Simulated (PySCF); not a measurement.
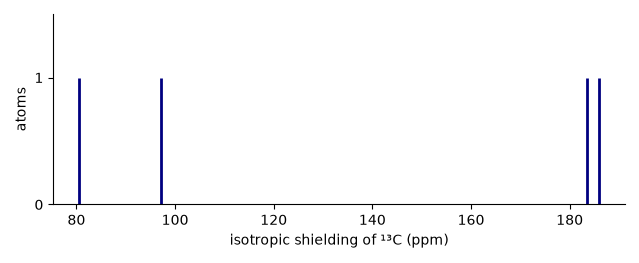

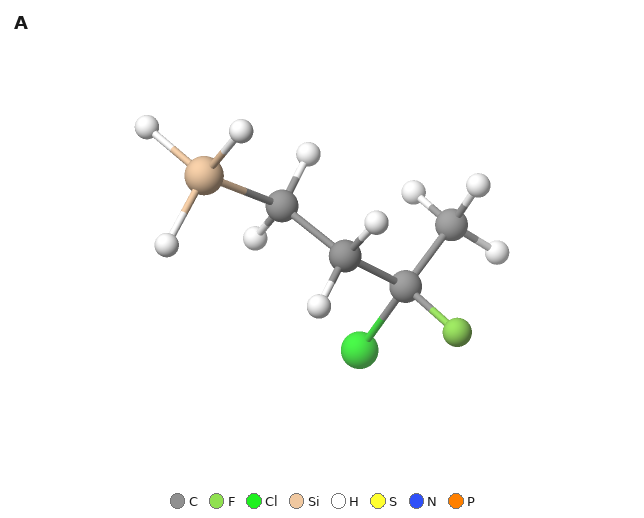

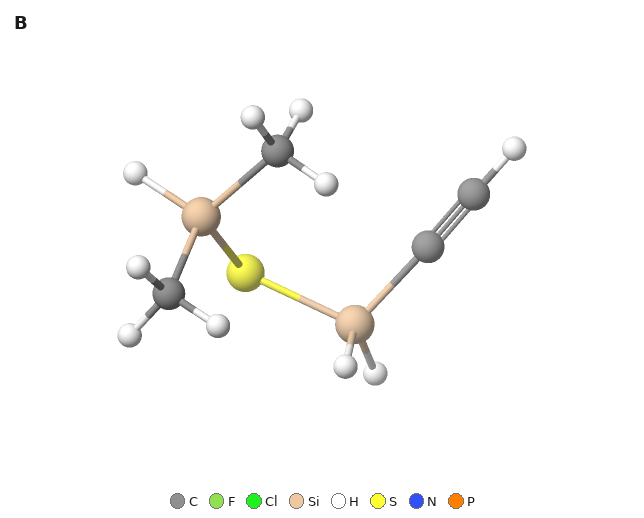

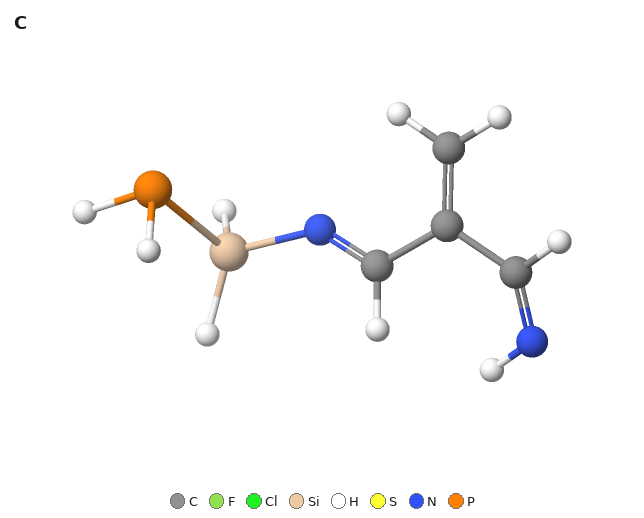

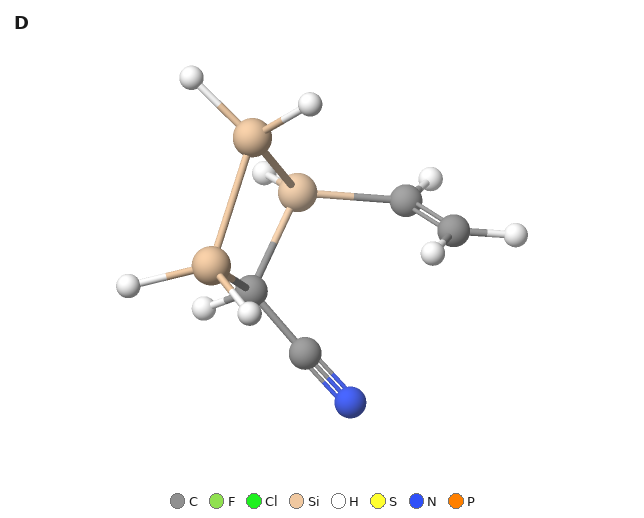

The sticks are computed shieldings of one of the molecules, for one fixed geometry (GFN2-xTB) without averaging over rotations. Low shielding means a high chemical shift. Method: GIAO PBE0/pcSseg-1 NMR shielding, non-relativistic, gas phase (PySCF 2.14.0).

**Match the spectrum to a structure.**

B, `C#C[SiH2]S[SiH](C)C`. Its 4 C atoms give lines at 80.6, 97.2, 183.6, 185.9 ppm.

The geometry is semi-empirical. Around P, Si such bond lengths and angles can be off by a tenth of an ångström or more and by several degrees, and values that hang on the shape move with them.
